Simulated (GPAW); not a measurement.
# Si K-edge XANES of TiSi2 (Cmcm), part 2 of 4

How does the Si K edge of TiSi2 (Cmcm) move when the bonds are compressed or stretched?

GPAW 26.7.0; X-ray absorption from dipole matrix elements to empty bands, plane-wave PAW LDA.

So far. Step 2 (Ground state of the crystal): The mesh shows no gap, so the system is treated as a metal and the core electron is put at the Fermi level (neutral cell).

### Step 4. Spectrum with XCH, Si atom 3

The holes are 5.0 Å apart. In GPAW the data set carries the hole's charge, so charge=0 means a charged cell and charge=-1 a neutral one. The excited electron is kept in the cell, where it fills the lowest empty states and screens the hole. After the field has converged, empty bands are computed with the density fixed and the dipole matrix elements are summed.

The absorber has 4 Si at 2.51 Å and 4 Ti at 2.66 Å (8-fold, site symmetry m2m).

xas.py reads:

```python
import numpy as np
from ase import Atoms
from ase.parallel import parprint, paropen
from gpaw import GPAW, PW, FermiDirac, Mixer, MixerDif, setup_paths
from gpaw.test import gen
setup_paths.insert(0, '.')
gen('Si', name='fch1s', xcname='LDA', corehole=(1, 0, 1), write_xml=True)
from gpaw.mpi import world
world.barrier()

atoms = Atoms('Ti4Si8',
    cell=[[3.53021005, 0, 3.56517397],
     [-3.53021005, 0, 3.56517397],
     [1.76510502, -6.75928154, 0]],
    scaled_positions=[[0.57344096, 0.67655904, 0.20623616],
     [0.07344096, 0.17655904, 0.20623616],
     [0.42655904, 0.32344096, 0.79376384],
     [0.92655904, 0.82344096, 0.79376384],
     [0.24984259, 0.00015741, 0.50062964],
     [0.74984259, 0.50015741, 0.50062964],
     [0.75015741, 0.99984259, 0.49937036],
     [0.25015741, 0.49984259, 0.49937036],
     [0.40412572, 0.84587428, 0.8834971],
     [0.90412572, 0.34587428, 0.8834971],
     [0.59587428, 0.15412572, 0.1165029],
     [0.09587427, 0.65412572, 0.1165029]],
    pbc=True)
atoms.calc = calc = GPAW(legacy_gpaw=True, mode=PW(430, force_complex_dtype=True), xc='LDA', setups={4: 'fch1s'},
    kpts={'size': (5, 5, 4), 'gamma': True}, occupations=FermiDirac(0.1),
    charge=-1, mixer=Mixer(0.1, 5, 50), maxiter=150,
    convergence={'density': 0.0001, 'eigenstates': 1e-6}, txt='scf.txt')
energy = atoms.get_potential_energy() + calc.get_reference_energy()
ef = calc.get_fermi_level()
out = dict(energy=energy, fermi=ef, forces=atoms.get_forces().tolist())
parprint(f'all-electron energy {energy:.4f} eV, Fermi level {ef:.4f} eV')
ev = np.array([[calc.get_eigenvalues(k, s) for k in range(len(calc.get_ibz_k_points()))] for s in range(calc.get_number_of_spins())])
out['homo'], out['lumo'], out['counts'] = ev[ev < ef].max(), ev[ev > ef].min(), sorted(set((ev < ef).sum((0, 2)).tolist()))
out['filled'] = (ev[:, 0] < ef).sum(1).tolist()

from ase.units import Ha
from gpaw.xas import dipole_matrix_elements
nb = int(calc.get_number_of_electrons() / 2) + 124
top, nb = nb, nb + 8 + nb // 12
nscf = calc.fixed_density(kpts={'size': (7, 7, 5), 'gamma': True}, nbands=nb,
    convergence={'bands': top, 'eigenstates': 5e-3}, maxiter=60, txt='nscf.txt')
cell = atoms.cell.array
ops = [cell.T @ U.T @ np.linalg.inv(cell.T) for U in nscf.wfs.kd.symmetry.op_scc]
E = np.arange(-6, 34, 0.1)
fwhm = np.interp(E, [4, 25], [0.9, 3.5])
Y, X, zero, highest = 0, 0, 1e9, 1e9
for spin in range(nscf.get_number_of_spins()):
    wfs = nscf.wfs
    mine = wfs.bd.get_slice()  # this rank's bands
    A = dipole_matrix_elements(wfs.setups[4])
    eps = np.zeros((wfs.kd.nibzkpts, nb))
    d = np.zeros((3, A.shape[1], wfs.kd.nibzkpts, nb), complex)
    for kpt in wfs.kpt_u:
        if kpt.s == spin and 4 in kpt.P_ani:
            eps[kpt.k, mine] = kpt.eps_n * Ha
            d[:, :, kpt.k, mine] = (kpt.weight * wfs.nspins / 2) ** 0.5 * np.inner(A, kpt.P_ani[4])
    world.sum(eps)
    world.sum(d)
    T = np.einsum('amkn,bmkn->abkn', d, d.conj()).real
    T = sum(np.einsum('ai,ijkn,bj->abkn', R, T, R) for R in ops) / len(ops)
    empty = eps > ef
    zero, highest = min(zero, eps[empty].min()), min(highest, eps[:, top - 1].min())
    lines = [(eps, T, empty)] if spin == 0 else lines + [(eps, T, empty)]
for eps, T, empty in lines:
    f = np.einsum('aakn->akn', T).reshape(3, -1)
    x = eps.ravel() - zero
    w = np.interp(x, E, fwhm) / 2.35482
    g = np.exp(-0.5 * ((E[:, None] - x) / w) ** 2) / (w * (2 * np.pi) ** 0.5)
    Y = Y + (f * empty.ravel()) @ g.T
    X = X + (f * ~empty.ravel()) @ g.T
out.update(E=E.round(2).tolist(), xas=Y.tolist(), xes=X.tolist(), zero=zero, valid=highest - zero, nk=len(eps), nb=nb)
for i in range(0, len(E), 10):
    parprint(f'{E[i]:7.2f}', *(f'{v:10.3e}' for v in Y[:, i]))
import json
with paropen('out.json', 'w') as f:
    json.dump(out, f)
```

Started as:

```
OMP_NUM_THREADS=1 mpirun -n 4 gpaw python xas.py
```

Numbers of over 12 decimals in the logs are rounded to 6 here.

Output:

```text
Input parameters:
  charge: -1
  convergence: {density: 0.0001,
                eigenstates: 1e-06}
  kpts: {gamma: True,
         size: (5, 5, 4)}
  maxiter: 150
  mixer: {backend: pulay,
          beta: 0.1,
          method: separate,
          nmaxold: 5,
          weight: 50}
  mode: {ecut: 430.0,
         force_complex_dtype: True,
         name: pw}
  occupations: {fixmagmom: False,
                name: fermi-dirac,
                width: 0.1}
  setups: {4: fch1s}

Initialize ...

[... PAW data sets ...]

Reference energy: -153711.910225  # eV

Spin-paired calculation

[... convergence settings ...]
Symmetries present (total): 1
  [... symmetry matrices ...]

100 k-points: 5 x 5 x 4 Monkhorst-Pack grid + [0.000000,0.000000,1/8]
51 k-points in the irreducible part of the Brillouin zone
       k-points in crystal coordinates                weights
   0:     0.00000000    0.00000000    0.00000000          1/100
   1:     0.00000000    0.00000000    0.25000000          2/100
   2:     0.00000000    0.00000000    0.50000000          1/100
   3:     0.00000000    0.20000000   -0.25000000          2/100
   4:     0.00000000    0.20000000    0.00000000          2/100
   5:     0.00000000    0.20000000    0.25000000          2/100
   6:     0.00000000    0.20000000    0.50000000          2/100
   7:     0.00000000    0.40000000   -0.25000000          2/100
   8:     0.00000000    0.40000000    0.00000000          2/100
   9:     0.00000000    0.40000000    0.25000000          2/100
          ...
  50:     0.40000000    0.40000000    0.50000000          2/100

Wave functions: Plane wave expansion
  Cutoff energy: 430.000 eV
  Number of coefficients (min, max): 3423, 3460
  Pulay-stress correction: 0.000000 eV/Ang^3 (de/decut=0.000000)
  Using FFTW library
  Wavefunction extrapolation:
    Improved wavefunction reuse through dual PAW basis

Occupation numbers: Fermi-Dirac:
  width: 0.1000  # eV

Eigensolver
   Davidson(niter=2)

Densities:
  Coarse grid: 24*24*35 grid
  Fine grid: 48*48*70 grid
  Total Charge: 0.000000

Density mixing:
  Method: separate
  Backend: pulay
  Linear mixing parameter: 0.1
  old densities: 5
  Width of damping distribution: 1.1
  Damping of long wavelength oscillations: 50

[... Hamiltonian set-up ...]
Number of atoms: 12
Number of atomic orbitals: 84
Number of bands in calculation: 53
Number of valence electrons: 81
Bands to converge: occupied

... initialized

Initializing position-dependent things.

Density initialized from atomic densities
Creating initial wave functions:
  53 bands from LCAO basis set

             Si
               Ti
                TiSi
           Si      Si
            Si      Si
             SiTi
                Ti
                  Si

Atomic positions and initial magnetic moments

Positions:
   0 Ti    -0.000000   -1.394008    4.456467    ( 0.0000,  0.0000,  0.0000)
   1 Ti    -0.000000   -1.394008    0.891293    ( 0.0000,  0.0000,  0.0000)
   2 Ti     1.765105   -5.365273    2.673880    ( 0.0000,  0.0000,  0.0000)
   3 Ti     1.765105   -5.365273    6.239054    ( 0.0000,  0.0000,  0.0000)
   4 Si     1.765105   -3.383897    0.891293    ( 0.0000,  0.0000,  0.0000)
   5 Si     1.765105   -3.383897    4.456467    ( 0.0000,  0.0000,  0.0000)
   6 Si    -0.000000   -3.375385    6.239054    ( 0.0000,  0.0000,  0.0000)
   7 Si    -0.000000   -3.375385    2.673880    ( 0.0000,  0.0000,  0.0000)
   8 Si    -0.000000   -5.971806    4.456467    ( 0.0000,  0.0000,  0.0000)
   9 Si     3.530210   -5.971806    4.456467    ( 0.0000,  0.0000,  0.0000)
  10 Si     1.765105   -0.787476    2.673880    ( 0.0000,  0.0000,  0.0000)
  11 Si    -1.765105   -0.787476    2.673880    ( 0.0000,  0.0000,  0.0000)

Unit cell:
           periodic     x           y           z      points  spacing
  1. axis:    yes    3.530210    0.000000    3.565174    24     0.2055
  2. axis:    yes   -3.530210    0.000000    3.565174    24     0.2055
  3. axis:    yes    1.765105   -6.759282    0.000000    35     0.1931

  Lengths:   5.017255   5.017255   6.985949
  Angles:  100.240397  79.759603  89.435332

Effective grid spacing dv^(1/3) = 0.2036

iter:   1   -98.952957
iter:   2   -96.122748   -0.69  -1.11
iter:   3   -95.250156   -0.75  -1.21
iter:   4   -95.375934   -1.59  -1.31
iter:   5   -95.213042   -1.31  -1.49
iter:   6   -95.356221   -1.17  -1.89
iter:   7   -95.185735   -1.82  -1.93
iter:   8   -95.179869   -3.07  -2.27
iter:   9   -95.176921c  -3.28  -2.46
iter:  10   -95.176185c  -4.01  -2.94
iter:  11   -95.176378c  -4.08  -3.22
iter:  12   -95.176080c  -4.98  -3.25
iter:  13   -95.176047c  -5.21  -3.54
iter:  14   -95.176053c  -5.97  -3.77
iter:  15   -95.176068c  -5.93  -3.88
iter:  16   -95.176056c  -6.32c -4.02c

Converged after 16 iterations.

Dipole moment: (0.053599, 0.008146, 0.050500) |e|*Ang

Energy contributions relative to reference atoms: (reference = -153711.910225)

Kinetic:        +89.704503
Potential:      -74.658382
External:        +0.000000
XC:            -109.690481
Entropy (-ST):   -0.162251
Local:           -0.450570
SIC:             +0.000000
--------------------------
Free energy:    -95.257182
Extrapolated:   -95.176056

Showing only first 2 kpts
 Kpt  Band  Eigenvalues  Occupancy
  0    38      7.86379    2.00000
  0    39     10.05882    0.88343
  0    40     10.39456    0.05363
  0    41     10.74248    0.00170

  1    38      8.54997    2.00000
  1    39     10.05114    0.92145
  1    40     10.34999    0.08251
[...]
Fermi level: 10.03540

No gap
No difference between direct/indirect transitions

Forces in eV/Ang:
  0 Ti   -0.15569   -0.55651   -0.00000
  1 Ti    0.16400   -0.50164   -0.00000
  2 Ti    0.00074    0.43238   -0.15674
  3 Ti    0.00074    0.43238    0.15674
  4 Si   -0.00388    0.04593    0.00000
  5 Si   -0.00578    0.00617   -0.00000
  6 Si    0.00145    0.01994   -0.00488
  7 Si    0.00145    0.01994    0.00488
  8 Si    0.13789   -0.00740   -0.00000
  9 Si   -0.13773    0.04919   -0.00000
 10 Si   -0.00147    0.02965    0.13232
 11 Si   -0.00147    0.02965   -0.13232
Scalar-relativistic atomic LDA calculation for Si (Silicon, Z=14)
Core hole in 1s state (1s occupation: 1.0)
450 radial gridpoints.
|------------------------------------------------|
|------------------------------------------------|
[... the atom generator's iteration count ...]

Energy contributions:
-------------------------
Kinetic:     +220.780583
XC:           -16.024777
Potential:   -425.439960
-------------------------
Total:       -220.684154

state      eigenvalue         ekin         rmax
-----------------------------------------------
1s^1.0 :   -70.908741    95.421565        0.072
2s^2.0 :    -6.456485    14.802915        0.434
2p^6.0 :    -4.992185    14.606350        0.356
3s^2.0 :    -0.832237     2.282916        1.576
3p^2.0 :    -0.531202     1.774628        1.742
-----------------------------------------------
(units: Bohr and Hartree)

Generating PAW setup
Kinetic energy of the core from tauc = 213.098295270902
Cutoffs:
rc(s)=2.000
rc(p)=2.000
rc(d)=2.000
rc(vbar)=1.800
rc(comp)=2.000
rc(nct)=2.000

Kinetic energy of the core states: 212.665494
Charge: 1.0
Core electrons: 9.0
Valence electrons: 4.0
Pseudo-core charge: 0.076274
Shape function alpha=2.500
Pseudo-electron charge 4.459138
state    eigenvalue         norm
--------------------------------
3s(2) :    -0.832237     1.189334
*s    :     0.167763
3p(2) :    -0.531202     1.002098
*p    :     0.468798
*d    :     0.000000
--------------------------------

Diagonalizing with gridspacing h=0.050

state   all-electron     PAW
-------------------------------
3s:      -0.832237    -0.832487
3p:      -0.531202    -0.531501
*d:                   -0.147046
*f:                   -0.019078
-------------------------------
all-electron energy -153807.0863 eV, Fermi level 10.0354 eV
[...]
31.00  2.962e-06  4.802e-06  3.405e-06
  32.00  3.208e-06  4.586e-06  3.777e-06
  33.00  3.673e-06  4.514e-06  4.104e-06
```

It took 6 min on 4 MPI ranks of Arm Neoverse V1, shared host; peak memory 0.85 GiB.

The Si K spectrum, Si atom 3, excited-electron core hole (neutral cell) (energy from the lowest empty level; intensity scaled to a mean of 1 over the first 20 eV; polarised curves are means over the symmetry-equivalent atoms):

| E (eV) | isotropic | ε ∥ x | ε ∥ y | ε ∥ z |
| --- | --- | --- | --- | --- |
| -2.0 | 0.00 | 0.00 | 0.00 | 0.00 |
| -0.5 | 0.09 | 0.13 | 0.03 | 0.12 |
| 1.0 | 0.83 | 1.08 | 0.48 | 0.93 |
| 2.5 | 1.24 | 0.98 | 1.43 | 1.30 |
| 4.0 | 1.70 | 1.43 | 2.19 | 1.49 |
| 5.5 | 1.64 | 1.59 | 1.80 | 1.52 |
| 7.0 | 1.46 | 1.68 | 0.84 | 1.86 |
| 8.5 | 0.99 | 1.19 | 0.63 | 1.14 |
| 10.0 | 0.68 | 0.72 | 0.62 | 0.72 |
| 11.5 | 0.70 | 0.74 | 0.66 | 0.71 |
| 13.0 | 0.76 | 0.76 | 0.72 | 0.78 |
| 14.5 | 0.84 | 0.86 | 0.84 | 0.84 |
| 16.0 | 0.78 | 0.85 | 0.66 | 0.82 |
| 17.5 | 0.76 | 0.84 | 0.54 | 0.88 |
| 19.0 | 0.80 | 0.82 | 0.68 | 0.90 |
| 20.5 | 0.89 | 0.89 | 0.88 | 0.91 |
| 22.0 | 0.90 | 0.89 | 0.99 | 0.83 |
| 23.5 | 0.81 | 0.75 | 0.99 | 0.68 |
| 25.0 | 0.71 | 0.59 | 0.97 | 0.56 |
| 26.5 | 0.65 | 0.53 | 0.93 | 0.50 |
| 28.0 | 0.65 | 0.52 | 0.93 | 0.50 |
| 29.5 | 0.66 | 0.52 | 0.93 | 0.54 |

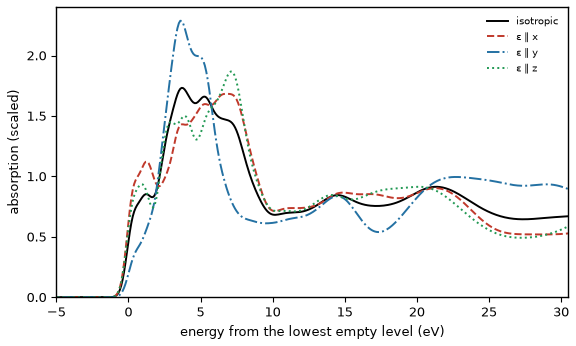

The Si K edge, Si atom 3, excited-electron core hole (neutral cell): main maxima at 3.7, 5.3 and 21.3 eV.

Main maxima below 24 eV (height): 3.7 eV (1.73), 5.3 eV (1.66), 14.5 eV (0.84) and 21.3 eV (0.91). A K edge sees empty p states on the absorber.

The total-energy difference is 1843.57 eV. One term is added: -14.86 eV, since the hole is spin-paired here and a spin-polarised one costs that much less in the free atom (computed apart). The photon energy is then 1828.71 eV. The tabulated edge of the element is 1839 eV. The functional leaves an error in such absolute values: in the free atom LDA prices this hole 7.8 eV below PBE (computed apart), and PBE is itself good to a few eV.

### Step 5. Supercell without a hole, the energy reference

The cell changes for the next run, so it gets a reference energy of its own.

The cell differs from the one that the last finished run ended in (a 5.017 → 4.915 Å, b 5.017 → 4.915 Å, c 6.986 → 6.843 Å).

scf.py reads:

```python
import numpy as np
from ase import Atoms
from ase.parallel import parprint, paropen
from gpaw import GPAW, PW, FermiDirac, Mixer, MixerDif, setup_paths
from gpaw.test import gen
setup_paths.insert(0, '.')
gen('Si', name='nch1s', xcname='LDA', corehole=(1, 0, 0), write_xml=True)
from gpaw.mpi import world
world.barrier()

atoms = Atoms('Ti4Si8',
    cell=[[3.45814473, 0, 3.4923949],
     [-3.45814473, 0, 3.4923949],
     [1.72907236, -6.6212983, 0]],
    scaled_positions=[[0.57344096, 0.67655904, 0.20623616],
     [0.07344096, 0.17655904, 0.20623616],
     [0.42655904, 0.32344096, 0.79376384],
     [0.92655904, 0.82344096, 0.79376384],
     [0.24984259, 0.00015741, 0.50062964],
     [0.74984259, 0.50015741, 0.50062964],
     [0.75015741, 0.99984259, 0.49937036],
     [0.25015741, 0.49984259, 0.49937036],
     [0.40412572, 0.84587428, 0.8834971],
     [0.90412572, 0.34587428, 0.8834971],
     [0.59587428, 0.15412572, 0.1165029],
     [0.09587427, 0.65412572, 0.1165029]],
    pbc=True)
atoms.calc = calc = GPAW(legacy_gpaw=True, mode=PW(430, force_complex_dtype=True), xc='LDA', setups={4: 'nch1s'},
    kpts={'size': (5, 5, 4), 'gamma': True}, occupations=FermiDirac(0.1),
    charge=0, mixer=Mixer(0.1, 5, 50), maxiter=150,
    convergence={'density': 0.0001, 'eigenstates': 1e-6}, txt='scf.txt')
energy = atoms.get_potential_energy() + calc.get_reference_energy()
ef = calc.get_fermi_level()
out = dict(energy=energy, fermi=ef, forces=atoms.get_forces().tolist())
parprint(f'all-electron energy {energy:.4f} eV, Fermi level {ef:.4f} eV')
ev = np.array([[calc.get_eigenvalues(k, s) for k in range(len(calc.get_ibz_k_points()))] for s in range(calc.get_number_of_spins())])
out['homo'], out['lumo'], out['counts'] = ev[ev < ef].max(), ev[ev > ef].min(), sorted(set((ev < ef).sum((0, 2)).tolist()))
out['filled'] = (ev[:, 0] < ef).sum(1).tolist()
import json
with paropen('out.json', 'w') as f:
    json.dump(out, f)
```

Started as:

```
OMP_NUM_THREADS=1 mpirun -n 4 gpaw python scf.py
```

Output:

```text
Input parameters:
  convergence: {density: 0.0001,
                eigenstates: 1e-06}
  kpts: {gamma: True,
         size: (5, 5, 4)}
  maxiter: 150
  mixer: {backend: pulay,
          beta: 0.1,
          method: separate,
          nmaxold: 5,
          weight: 50}
  mode: {ecut: 430.0,
         force_complex_dtype: True,
         name: pw}
  occupations: {fixmagmom: False,
                name: fermi-dirac,
[...]
3s(2) :    -0.399754     1.114161
*s    :     0.600246
3p(2) :    -0.152955     1.005401
*p    :     0.847045
*d    :     0.000000
--------------------------------

Diagonalizing with gridspacing h=0.050

state   all-electron     PAW
-------------------------------
3s:      -0.399754    -0.399911
3p:      -0.152955    -0.153089
*d:                    0.032715
*f:                    0.069217
-------------------------------
all-electron energy -155650.6628 eV, Fermi level 10.6379 eV
[key lines of the parts left out:]
Converged after 16 iterations.
Dipole moment: (-0.000000, -0.000000, -0.000001) |e|*Ang
Free energy:    -85.211528
Fermi level: 10.63792
```

Elapsed: 60 s, on 4 MPI ranks; peak memory 0.28 GiB; 4 min of CPU time.

Reference energy: -155650.663 eV with the cores included.

### Step 6. Spectrum with XCH, Si atom 3

Shorter bonds are expected to push antibonding states and scattering resonances up, and longer ones down; the cell is scaled to test that.

Changed against the first core-hole run: volume scale from 1 to 0.94.

xas.py: that of step 4 with these lines changed.

```diff
@@ -11,5 +11,5 @@
 atoms = Atoms('Ti4Si8',
-    cell=[[3.53021005, 0, 3.56517397],
-     [-3.53021005, 0, 3.56517397],
-     [1.76510502, -6.75928154, 0]],
+    cell=[[3.45814473, 0, 3.4923949],
+     [-3.45814473, 0, 3.4923949],
+     [1.72907236, -6.6212983, 0]],
     scaled_positions=[[0.57344096, 0.67655904, 0.20623616],
@@ -41,3 +41,3 @@
 from gpaw.xas import dipole_matrix_elements
-nb = int(calc.get_number_of_electrons() / 2) + 124
+nb = int(calc.get_number_of_electrons() / 2) + 118
 top, nb = nb, nb + 8 + nb // 12
```

Started as:

```
OMP_NUM_THREADS=1 mpirun -n 4 gpaw python xas.py
```

Output:

```text
Input parameters:
  charge: -1
  convergence: {density: 0.0001,
                eigenstates: 1e-06}
  kpts: {gamma: True,
         size: (5, 5, 4)}
  maxiter: 150
  mixer: {backend: pulay,
          beta: 0.1,
          method: separate,
          nmaxold: 5,
          weight: 50}
  mode: {ecut: 430.0,
         force_complex_dtype: True,
         name: pw}
  occupations: {fixmagmom: False,
[...]
*p    :     0.468798
*d    :     0.000000
--------------------------------

Diagonalizing with gridspacing h=0.050

state   all-electron     PAW
-------------------------------
3s:      -0.832237    -0.832487
3p:      -0.531202    -0.531501
*d:                   -0.147046
*f:                   -0.019078
-------------------------------
all-electron energy -153807.1299 eV, Fermi level 10.8449 eV
[...]
32.00  2.853e-06  4.867e-06  3.248e-06
  33.00  3.004e-06  4.603e-06  3.612e-06
[key lines of the parts left out:]
Converged after 16 iterations.
Dipole moment: (0.044899, 0.008642, 0.040939) |e|*Ang
Free energy:    -95.294180
Fermi level: 10.84491
```

Run time: 5.6 min. Hardware: 4 MPI ranks; peak memory 0.8 GiB.

| E (eV) | first run | this run |
| --- | --- | --- |
| -2.0 | 0.00 | 0.00 |
| -1.0 | 0.00 | 0.00 |
| 0.0 | 0.46 | 0.44 |
| 1.0 | 0.83 | 0.81 |
| 2.0 | 0.91 | 0.80 |
| 3.0 | 1.51 | 1.37 |
| 4.0 | 1.70 | 1.67 |
| 5.0 | 1.64 | 1.56 |
| 6.0 | 1.53 | 1.56 |
| 7.0 | 1.46 | 1.42 |
| 8.0 | 1.18 | 1.35 |
| 9.0 | 0.84 | 1.04 |
| 10.0 | 0.68 | 0.77 |
| 11.0 | 0.70 | 0.71 |
| 12.0 | 0.71 | 0.73 |
| 13.0 | 0.76 | 0.74 |
| 14.0 | 0.83 | 0.80 |
| 15.0 | 0.83 | 0.86 |
| 16.0 | 0.78 | 0.82 |
| 17.0 | 0.76 | 0.76 |
| 18.0 | 0.76 | 0.74 |
| 19.0 | 0.80 | 0.75 |
| 20.0 | 0.87 | 0.80 |
| 21.0 | 0.91 | 0.88 |
| 22.0 | 0.90 | 0.92 |
| 23.0 | 0.85 | 0.92 |
| 24.0 | 0.77 | 0.87 |
| 25.0 | 0.71 | 0.80 |
| 26.0 | 0.66 | 0.74 |
| 27.0 | 0.65 | 0.70 |
| 28.0 | 0.65 | 0.67 |
| 29.0 | 0.66 | 0.66 |
| 30.0 | 0.67 | 0.66 |

Against the first run the r.m.s. difference is 7 %. The highest intensity below 16 eV goes from 3.7 eV (1.73) to 3.9 eV (1.68).

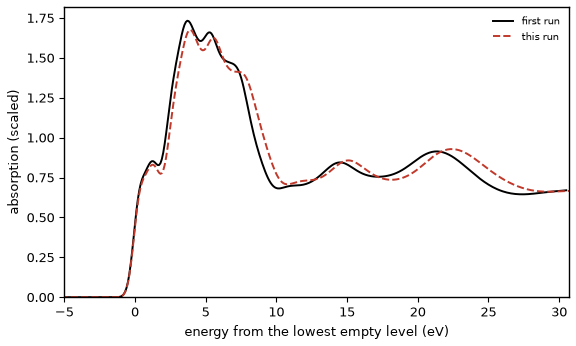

The effect of the change (volume scale from 1 to 0.94).

The photon energy of the zero moves by -0.04 eV.

[end of part 2 of 4]

[Banner, clock and machine lines of the logs are left out without a mark of their own.]

[Logs are printed without paths, hosts, clocks, repeated set-up lines and the standing remarks that a program may print on its own settings, such as how far it seeks lower states.]

[Hosts, paths, dates, database ids (printed as entryN), source tags and the programs' standing remarks are cut or masked in the printed files.]

[Lists of maxima count a maximum above −3 eV only where it reaches 4 % of the highest in the window and stands out from its surroundings by 2 % of it (1.5 % where it reaches 55 %); shoulders and weaker maxima are passed over, and of the rest the first, up to two pre-edge ones and the few strongest are named.]
